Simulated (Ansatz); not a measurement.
# doublet C2H9NSi+: levels of theory compared

Wanted: a comparison of 6 runs (U-r2SCAN0/6-31G*, UB2PLYP/6-31G*, UCAM-B3LYP/6-31G*, UPBE-QIDH/6-31G*, RPA@PBE/6-31G*, UCCSD(T)/6-31G*) of doublet C2H9NSi+. 

The calculation is run with Ansatz 0.2.0.

64 further runs of the same task are left out: 64 set aside as unsound or not needed.

## (1) The structure to begin with

The species is C2H9NSi+ (13 atoms), meant as a doublet with charge +1. As SMILES of the parent species, `CN(C)[SiH3]`. The shape is that of a PBE0-D4/def2-TZVP optimisation. That shape belongs to the parent species and isn't relaxed for this state.

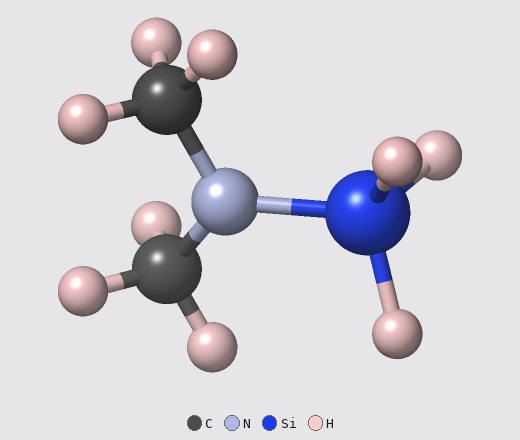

The structure, seen from a chosen angle (carbon dark grey, nitrogen light blue, silicon blue, hydrogen pink).

## (2) The energy at U-r2SCAN0/6-31G(d) (spherical functions) (run 1)

File molecule.yaml:

```yaml
crystal:
  periodic: [false, false, false]
  atoms:
    - symbol: C
      position_ang: [-0.853400, 1.051500, -0.567400]
    - symbol: N
      position_ang: [-0.064300, 0.101400, 0.176900]
    - symbol: C
      position_ang: [1.257300, 0.576800, 0.503700]
    - symbol: Si
      position_ang: [-0.404400, -1.580400, 0.101900]
    - symbol: H
      position_ang: [-0.416100, 1.292500, -1.548500]
    - symbol: H
      position_ang: [-0.947500, 1.991500, -0.009400]
    - symbol: H
      position_ang: [-1.860700, 0.663700, -0.735400]
    - symbol: H
      position_ang: [1.197400, 1.509100, 1.079000]
    - symbol: H
      position_ang: [1.870100, 0.778300, -0.388400]
    - symbol: H
      position_ang: [1.787100, -0.156700, 1.115700]
    - symbol: H
      position_ang: [0.068700, -2.275300, -1.137100]
    - symbol: H
      position_ang: [-1.879700, -1.752300, 0.167000]
    - symbol: H
      position_ang: [0.265600, -2.234700, 1.256700]
basis:
  gaussian: {orbitals: 6-31G_st_-spherical.json}
total_charge: 1
magnetization: {spin_polarized: true, initial_magnetization: 1}
hamiltonian: {xc: {name: r2SCAN0}}
accuracy: high
output: {orbitals: {seedname: orbitals}}
```

The basis set 6-31G* is read from a file made from the Basis Set Exchange's data (not shown).

Run with:

```
ansatz run molecule.yaml --threads 1 --pin off --max-ram 3480MiB --events-out events.jsonl --progress --plain --runs-dir runs
```

The log of the run:

```text
Warning: RAYON_NUM_THREADS=1 ignored (pool sized by the plan → 1); use --threads N
Functional definition: r2SCAN0
  name "r2SCAN0"
  parameter a = 0.25
  parameter k0 = 0.174
  parameter k1 = 0.065
  parameter a1 = 4.9479
  exchange = (1 - a)*r2scan_x(k0 = k0, k1 = k1, a1 = a1) + a*exact_x
  correlation = r2scan_c
1974 factors; integrals over basis functions are off by at most 4.0e-9 eV
mean field evaluation 1: about -11562.7414 eV, gradient 4.9e1 eV
mean field evaluation 2: about -11544.5515 eV, gradient 7.7e1 eV
mean field evaluation 4: about -11575.4798 eV, gradient 6.7e0 eV
mean field evaluation 8: about -11576.0269 eV, gradient 8.8e-1 eV
mean field evaluation 16: about -11576.0337 eV, gradient 7.0e-4 eV
mean field -11576.03365543 eV, -425.4113903198 hartree, gradient 4.3e-8 eV, S^2 0.759288; 0 other end points of the search recorded, 0 dependent functions left out
reference -11576.03365680 eV, -425.4113903699 hartree; 21, 20 occupied and 57, 58 virtual orbitals, 1974 factors
Total energy: -11576.03365680 eV, -425.4113903699 hartree
```

Run time: 13 s. Hardware: 1 thread of Intel Xeon 6975P-C (Granite Rapids), shared host; peak memory 0.58 GiB.

## (3) A single-point energy at UB2PLYP/6-31G(d) (spherical functions) (run 2)

File in.yaml:

```yaml
crystal:
  periodic: [false, false, false]
  atoms:
    - {symbol: C, position_ang: [-0.853400, 1.051500, -0.567400]}
    - {symbol: "N", position_ang: [-0.064300, 0.101400, 0.176900]}
    - {symbol: C, position_ang: [1.257300, 0.576800, 0.503700]}
    - {symbol: Si, position_ang: [-0.404400, -1.580400, 0.101900]}
    - {symbol: H, position_ang: [-0.416100, 1.292500, -1.548500]}
    - {symbol: H, position_ang: [-0.947500, 1.991500, -0.009400]}
    - {symbol: H, position_ang: [-1.860700, 0.663700, -0.735400]}
    - {symbol: H, position_ang: [1.197400, 1.509100, 1.079000]}
    - {symbol: H, position_ang: [1.870100, 0.778300, -0.388400]}
    - {symbol: H, position_ang: [1.787100, -0.156700, 1.115700]}
    - {symbol: H, position_ang: [0.068700, -2.275300, -1.137100]}
    - {symbol: H, position_ang: [-1.879700, -1.752300, 0.167000]}
    - {symbol: H, position_ang: [0.265600, -2.234700, 1.256700]}
basis:
  gaussian: {orbitals: 6-31G_st_-spherical.json}
magnetization: {spin_polarized: true, initial_magnetization: 1}
hamiltonian: {xc: {name: B2PLYP}}
correlation: {frozen_orbitals: {C: 1, H: 0, "N": 1, Si: 5}}
output: {orbitals: {seedname: orbitals}}
accuracy: high
total_charge: 1
```

The basis set 6-31G* is read from a file made from the Basis Set Exchange's data (not shown).

Run with:

```
ansatz run in.yaml --threads 1 --pin off --max-ram 3480MiB --events-out events.jsonl --progress --plain --runs-dir runs
```

The log of the run (excerpt; [...] marks lines left out):

```text
Warning: RAYON_NUM_THREADS=1 ignored (pool sized by the plan → 1); use --threads N
Functional definition: B2PLYP
  name "B2PLYP"
[...]
1974 factors; integrals over basis functions are off by at most 4.0e-9 eV
[...]
mean field -11566.87728539 eV, -425.0748999270 hartree, gradient 6.0e-8 eV, S^2 0.758924; 0 other end points of the search recorded, 0 dependent functions left out
8 core orbitals not correlated: weight in the atoms' cores, before any rotation towards them, 1.000 or more for the frozen orbitals, at most 0.000 for the correlated occupied ones
reference -11566.87731088 eV, -425.0749008637 hartree; 13, 12 occupied and 57, 58 virtual orbitals, 1974 factors
second order -15.79952653 eV of doubles, -0.00000000 eV of singles
Total energy: -11571.14318304 eV, -425.2316687742 hartree
```

It took 8.7 s on 1 thread of Intel Xeon 6975P-C (Granite Rapids), shared host; peak memory 0.41 GiB.

Runs 3 to 4 aren't shown in full; the table further down has their settings and results.

## (4) A single-point energy at RPA@PBE/6-31G(d) (spherical functions) (run 5)

Edit in.yaml of step 3 so:

```diff
@@ -17,8 +17,13 @@
 basis:
-  gaussian: {orbitals: 6-31G_st_-spherical.json}
-magnetization: {spin_polarized: true, initial_magnetization: 1}
-hamiltonian: {xc: {name: B2PLYP}}
-correlation: {frozen_orbitals: {C: 1, H: 0, "N": 1, Si: 5}}
-output: {orbitals: {seedname: orbitals}}
+  gaussian:
+    orbitals: 6-31G_st_-spherical.json
+total_charge: 1
+magnetization:
+  spin_polarized: true
+  initial_magnetization: 1
+hamiltonian:
+  xc: {name: PBE}
+correlation:
+  method: rpa
+  frozen_orbitals: {C: 1, H: 0, "N": 1, Si: 5}
 accuracy: high
-total_charge: 1
```

The basis set 6-31G* is read from a file made from the Basis Set Exchange's data (not shown).

Run with:

```
ansatz run in.yaml --threads 1 --pin off --max-ram 3480MiB --events-out events.jsonl --progress --plain --runs-dir runs
```

The log of the run (excerpt; [...] marks lines left out):

```text
Warning: RAYON_NUM_THREADS=1 ignored (pool sized by the plan → 1); use --threads N
Functional definition: PBE
  name "PBE"
[...]
1974 factors; integrals over basis functions are off by at most 4.0e-9 eV
[...]
mean field -11570.25070881 eV, -425.1988709511 hartree, gradient 6.1e-8 eV, S^2 0.753039; 1 other end points of the search recorded, 0 dependent functions left out
8 core orbitals not correlated: weight in the atoms' cores, before any rotation towards them, 1.000 or more for the frozen orbitals, at most 0.000 for the correlated occupied ones
reference -11537.94528906 eV, -424.0116686726 hartree; 13, 12 occupied and 57, 58 virtual orbitals, 1974 factors
Total energy: -11560.75823797 eV, -424.8500290820 hartree
```

Wall time 9.9 s (1 thread of Intel Xeon 6975P-C (Granite Rapids), shared host); peak memory 0.36 GiB.

## (5) The energy at UCCSD(T)/6-31G(d) (spherical functions) (run 6)

Edit molecule.yaml of step 2 so:

```diff
@@ -5,3 +5,3 @@
       position_ang: [-0.853400, 1.051500, -0.567400]
-    - symbol: N
+    - symbol: "N"
       position_ang: [-0.064300, 0.101400, 0.176900]
@@ -30,7 +30,13 @@
 basis:
-  gaussian: {orbitals: 6-31G_st_-spherical.json}
+  gaussian:
+    orbitals: 6-31G_st_-spherical.json
 total_charge: 1
-magnetization: {spin_polarized: true, initial_magnetization: 1}
-hamiltonian: {xc: {name: r2SCAN0}}
+magnetization:
+  spin_polarized: true
+  initial_magnetization: 1
+correlation:
+  method: ccsd_t
+  frozen_orbitals: {C: 1, H: 0, "N": 1, Si: 5}
 accuracy: high
-output: {orbitals: {seedname: orbitals}}
+scf:
+  omitted_lower_state_checks: [cluster_reference, increment]
```

The basis set 6-31G* is read from a file made from the Basis Set Exchange's data (not shown).

Run with:

```
ansatz run molecule.yaml --threads 1 --pin off --max-ram 3480MiB --events-out events.jsonl --progress --plain --runs-dir runs
```

The log of the run:

```text
Warning: RAYON_NUM_THREADS=1 ignored (pool sized by the plan → 1); use --threads N
[... 12 lines left out ...]
8 core orbitals not correlated: weight in the atoms' cores, before any rotation towards them, 1.000 or more for the frozen orbitals, at most 0.000 for the correlated occupied ones
[... 29 lines left out ...]
Total energy: -11554.12490127 eV, -424.6062584546 hartree
Checks for a lower state left out: cluster_reference, increment
```

Wall time 35 s (1 thread of Intel Xeon 6975P-C (Granite Rapids), shared host); peak memory 0.76 GiB.

## (6) The series

```tsv
run	level	frozen core orbitals	energy (Eh)	HOMO energy (eV)	LUMO energy (eV)	⟨S²⟩	wall time
1	U-r2SCAN0/6-31G* (spherical functions)	–	-425.411390	-14.56	-9.97	0.759	13 s
2	UB2PLYP/6-31G* (spherical functions)	8	-425.231669	-15.62	-8.58	0.759	8.7 s
3	UCAM-B3LYP/6-31G* (spherical functions)	–	-425.465092	-15.60	-9.17	0.756	9 s
4	UPBE-QIDH/6-31G* (spherical functions)	8	-425.075963	-16.59	-7.74	0.761	9.3 s
5	RPA@PBE/6-31G* (spherical functions)	8	-424.850029	–	–	0.753	9.9 s
6	UCCSD(T)/6-31G* (spherical functions)	8	-424.606258	–	–	0.765	35 s
```

## (7) Results

```
                                          quantity          value
                               run 6: total energy  -424.60626 Eh
run 6: correlation energy (8 core orbitals frozen)     -543.4 mEh
                             run 6: (T) correction     -14.08 mEh
          run 6: ⟨S²⟩ of the reference determinant          0.765
                              run 6: T1 diagnostic          0.020
```

Totals of different functionals can't be ranked against each other. All runs together took 85 s, the longest 35 s.
